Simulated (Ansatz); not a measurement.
**Geometry relaxation of CH₄CuS (charge +1) (part 1 of 2)**

The run: geometry relaxation of CH₄CuS, charge +1. Method and program: RKS revPBE-D4/def2-SVP (Ansatz 0.2.0).

It belongs to a series of runs on one base structure; here: start relaxed. Figures and captions count atoms from 1; the log counts them from 0 in places.

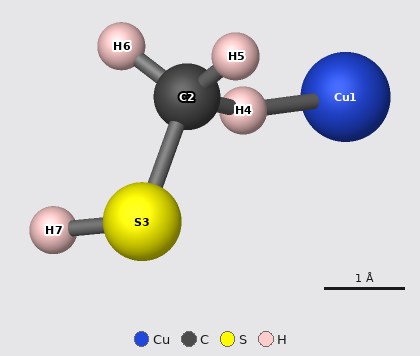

The input geometry (ball-and-stick view, seen at a tilt; atoms are numbered from 1 in the order of the input). Sticks mark near contacts.

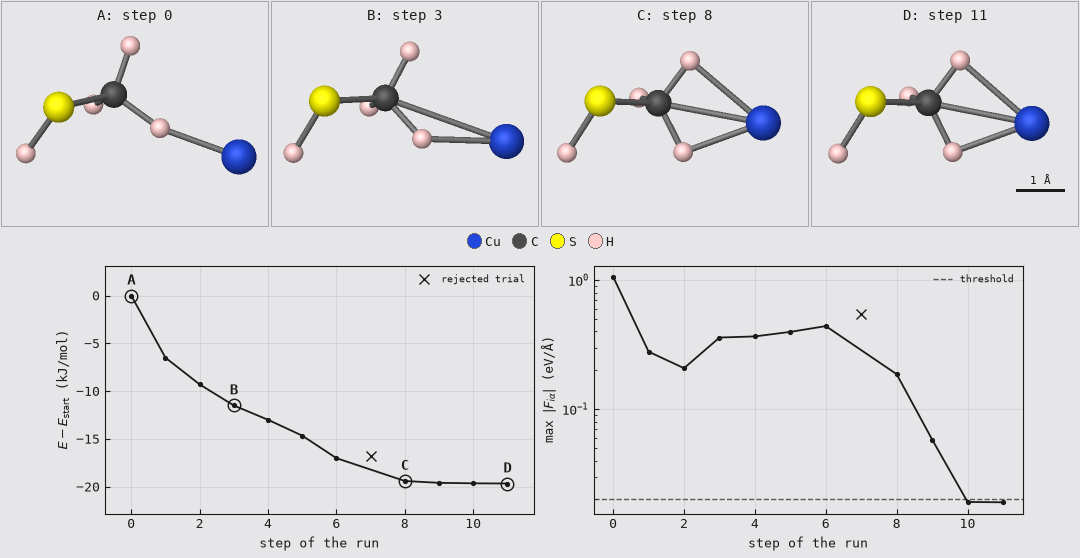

Frames of the relaxation (ball-and-stick view, seen at a tilt) above the curves, on which the letters mark them (the first geometry is step 0 here and step 1 in the log).

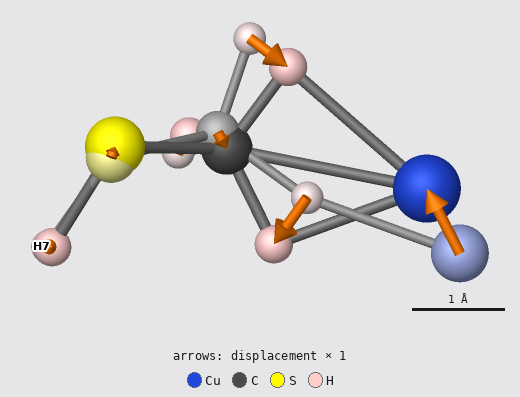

Start (faint) and end (solid) with the displacements as orange arrows, at true length (ball-and-stick view, seen at a tilt). The two geometries are laid on each other by the best rigid fit. Over 11 geometry steps the energy falls by 19.7 kJ/mol. The largest force component goes from 1.1 to 0.019 eV/Å. The line search rejected the trial step at point 7 (counted from 0) and went back. Cu1 moves most after the best rigid fit: 0.80 Å. Largest moves by element: Cu 0.80 Å, H 0.65 Å, C 0.20 Å, S 0.13 Å. Among the contacts that change: Cu1–H5 3.280 → 2.014 Å, Cu1–C2 2.952 → 2.234 Å, C2–H4 1.211 → 1.161 Å, C2–H5 1.087 → 1.128 Å. New bonds form: Cu1–C2 (2.95 → 2.23 Å). Among the angles that change: Cu1–H4–C2 162.7° → 95.9°, H4–C2–H5 107.1° → 117.0°, H5–C2–H6 110.6° → 105.3°. (Atoms are counted from 1 in the order of the input.)

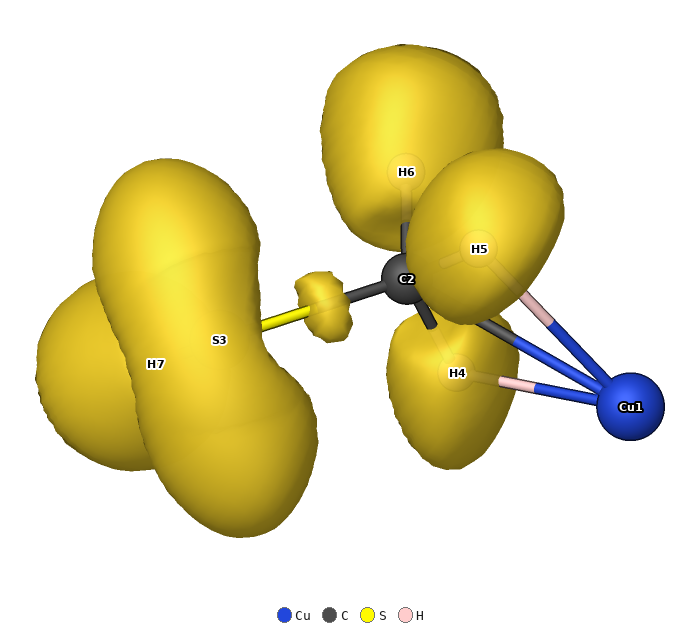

Isosurface of the electron localisation function at 0.85 (yellow), seen face on. Core shells and regions of very low density are left out. Values along the shortest contacts: C–S (1.82 Å): the ELF peaks at about 0.90 between the atoms, which marks a covalent bond. C–Cu (2.23 Å): the ELF peaks at about 0.70 in the valence shell of C, 0.7 Å from its nucleus, and is about 0.20 at the midpoint.

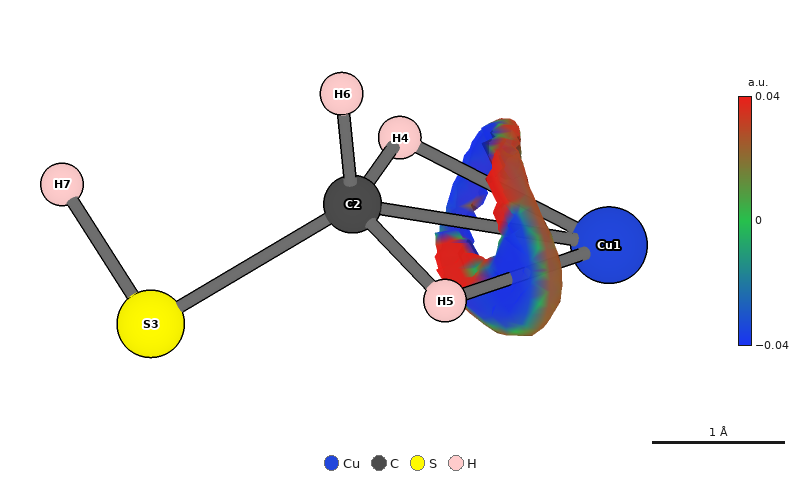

Non-covalent interaction (NCI) plot: the surface where the reduced density gradient is 0.6, for densities under 0.05 a.u., coloured by sign(λ₂)ρ; seen from the side.

The input that produced these results follows, with the program's output.

### Input file
```yaml
crystal:
  periodic: [false, false, false]
  atoms:
    - { symbol: Cu, position_ang: [-0.0055, 0.0515, -2.7326] }
    - { symbol: C, position_ang: [-0.3079, -0.2544, 0.188] }
    - { symbol: S, position_ang: [0.1486, 1.1034, 1.2708] }
    - { symbol: H, position_ang: [0.0, -0.0253, -0.9603] }
    - { symbol: H, position_ang: [-1.3887, -0.365, 0.2122] }
    - { symbol: H, position_ang: [0.1775, -1.1834, 0.4627] }
    - { symbol: H, position_ang: [1.376, 0.6732, 1.5592] }
total_charge: 1
basis:
  gaussian: { orbitals: def2-SVP }
hamiltonian:
  xc: revpbe
  dispersion: d4
relax:
  f_tol: 0.02
  max_steps: 40
scf:
  lower_state_search: "off"
output:
  orbitals: {}
```

Launched with:
```bash
ansatz run input.yaml --threads 1 --pin off --max-ram 2048MiB --backend cpu --events-out ev --progress --plain --runs-dir out
```

### What the program printed
```
The last accepted step is kept in [file] (removed where the run ends without a failure and the disk answers)
Engine: ansatz 0.2.0, aarch64-unknown-linux-gnu
Functional definition: revPBE
  parameter kappa = 1.245
  parameter beta = 0.06672455060314922
  exchange = pbe_x(kappa = kappa, mu = beta*pi^2/3)
  correlation = pbe_c(beta = beta)
these checks for a lower state are left out or cut short: stability, starts, cluster_reference, orbital_swaps, neighbouring_geometries, increment
979 factors; their error is unknown
mean field evaluation 1: about -56536.8325 eV, gradient 9.9e1 eV
mean field evaluation 2: about -55747.2241 eV, gradient 1.9e2 eV
mean field evaluation 4: about -56214.0423 eV, gradient 2.2e2 eV
mean field evaluation 8: about -56554.5446 eV, gradient 1.2e-1 eV
mean field -56554.49712061 eV, -2078.3394351676 hartree, gradient 1.1e-6 eV, S^2 0.000000; 0 other end points of the search recorded, 0 dependent functions left out
the calculation of the forces begins
reference -56554.49721507 eV, -2078.3394386389 hartree; 27, 27 occupied and 56, 56 virtual orbitals, 979 factors
relax step   1: F+E_penalty+E_count = -56554.84320782 eV  Δ(F+E_penalty+E_count) = +0.000e0 eV  max|allowed force component| = 1.061e0 eV/Å  Δτ_max = 0.0000 Å  (48 SCF iters, accepted)
these checks for a lower state are left out or cut short: stability, starts, cluster_reference, orbital_swaps, neighbouring_geometries, increment
979 factors; their error is unknown
mean field evaluation 16: about -56554.6077 eV, gradient 1.6e-1 eV
mean field -56554.56059056 eV, -2078.3417676452 hartree, gradient 9.3e-7 eV, S^2 0.000000; 0 other end points of the search recorded, 0 dependent functions left out
the calculation of the forces begins
reference -56554.56068451 eV, -2078.3417710975 hartree; 27, 27 occupied and 56, 56 virtual orbitals, 979 factors
relax step   2: F+E_penalty+E_count = -56554.91055370 eV  Δ(F+E_penalty+E_count) = -6.735e-2 eV  max|allowed force component| = 2.789e-1 eV/Å  Δτ_max = 0.1015 Å  (21 SCF iters, accepted)
these checks for a lower state are left out or cut short: stability, starts, cluster_reference, orbital_swaps, neighbouring_geometries, increment
979 factors; their error is unknown
mean field -56554.58226766 eV, -2078.3425642637 hartree, gradient 1.1e-6 eV, S^2 0.000000; 0 other end points of the search recorded, 0 dependent functions left out
the calculation of the forces begins
reference -56554.58235980 eV, -2078.3425676497 hartree; 27, 27 occupied and 56, 56 virtual orbitals, 979 factors
relax step   3: F+E_penalty+E_count = -56554.93955394 eV  Δ(F+E_penalty+E_count) = -2.900e-2 eV  max|allowed force component| = 2.078e-1 eV/Å  Δτ_max = 0.1209 Å  (21 SCF iters, accepted)
these checks for a lower state are left out or cut short: stability, starts, cluster_reference, orbital_swaps, neighbouring_geometries, increment
979 factors; their error is unknown
mean field evaluation 32: about -56554.5932 eV, gradient 1.4e-1 eV
mean field -56554.59322412 eV, -2078.3429669061 hartree, gradient 2.3e-6 eV, S^2 0.000000; 0 other end points of the search recorded, 0 dependent functions left out
the calculation of the forces begins
reference -56554.59331167 eV, -2078.3429701236 hartree; 27, 27 occupied and 56, 56 virtual orbitals, 979 factors
relax step   4: F+E_penalty+E_count = -56554.96241172 eV  Δ(F+E_penalty+E_count) = -2.286e-2 eV  max|allowed force component| = 3.589e-1 eV/Å  Δτ_max = 0.1947 Å  (28 SCF iters, accepted)
these checks for a lower state are left out or cut short: stability, starts, cluster_reference, orbital_swaps, neighbouring_geometries, increment
979 factors; their error is unknown
mean field -56554.60716817 eV, -2078.3434793405 hartree, gradient 1.9e-6 eV, S^2 0.000000; 0 other end points of the search recorded, 0 dependent functions left out
the calculation of the forces begins
reference -56554.60725289 eV, -2078.3434824542 hartree; 27, 27 occupied and 56, 56 virtual orbitals, 979 factors
relax step   5: F+E_penalty+E_count = -56554.97791923 eV  Δ(F+E_penalty+E_count) = -1.551e-2 eV  max|allowed force component| = 3.662e-1 eV/Å  Δτ_max = 0.1528 Å  (19 SCF iters, accepted)
these checks for a lower state are left out or cut short: stability, starts, cluster_reference, orbital_swaps, neighbouring_geometries, increment
979 factors; their error is unknown
mean field -56554.61795354 eV, -2078.3438756958 hartree, gradient 8.6e-7 eV, S^2 0.000000; 0 other end points of the search recorded, 0 dependent functions left out
the calculation of the forces begins
reference -56554.61803750 eV, -2078.3438787813 hartree; 27, 27 occupied and 56, 56 virtual orbitals, 979 factors
relax step   6: F+E_penalty+E_count = -56554.99510408 eV  Δ(F+E_penalty+E_count) = -1.718e-2 eV  max|allowed force component| = 3.971e-1 eV/Å  Δτ_max = 0.1959 Å  (27 SCF iters, accepted)
these checks for a lower state are left out or cut short: stability, starts, cluster_reference, orbital_swaps, neighbouring_geometries, increment
979 factors; their error is unknown
mean field -56554.65672238 eV, -2078.3453004244 hartree, gradient 1.6e-6 eV, S^2 0.000000; 0 other end points of the search recorded, 0 dependent functions left out
the calculation of the forces begins
reference -56554.65681338 eV, -2078.3453037686 hartree; 27, 27 occupied and 56, 56 virtual orbitals, 979 factors
relax step   7: F+E_penalty+E_count = -56555.01953655 eV  Δ(F+E_penalty+E_count) = -2.443e-2 eV  max|allowed force component| = 4.402e-1 eV/Å  Δτ_max = 0.1775 Å  (21 SCF iters, accepted)
these checks for a lower state are left out or cut short: stability, starts, cluster_reference, orbital_swaps, neighbouring_geometries, increment
979 factors; their error is unknown
mean field evaluation 64: about -56554.6489 eV, gradient 1.4e-3 eV
mean field -56554.64887558 eV, -2078.3450120597 hartree, gradient 8.4e-7 eV, S^2 0.000000; 0 other end points of the search recorded, 0 dependent functions left out
the calculation of the forces begins
reference -56554.64897180 eV, -2078.3450155958 hartree; 27, 27 occupied and 56, 56 virtual orbitals, 979 factors
relax step   8: F+E_penalty+E_count = -56555.01694547 eV  Δ(F+E_penalty+E_count) = +2.591e-3 eV  max|allowed force component| = 5.455e-1 eV/Å  Δτ_max = 0.1946 Å  (26 SCF iters, rejected (line search))
these checks for a lower state are left out or cut short: stability, starts, cluster_reference, orbital_swaps, neighbouring_geometries, increment
979 factors; their error is unknown
mean field -56554.67958969 eV, -2078.3461407826 hartree, gradient 9.4e-7 eV, S^2 0.000000; 0 other end points of the search recorded, 0 dependent functions left out
the calculation of the forces begins
reference -56554.67968474 eV, -2078.3461442755 hartree; 27, 27 occupied and 56, 56 virtual orbitals, 979 factors
```
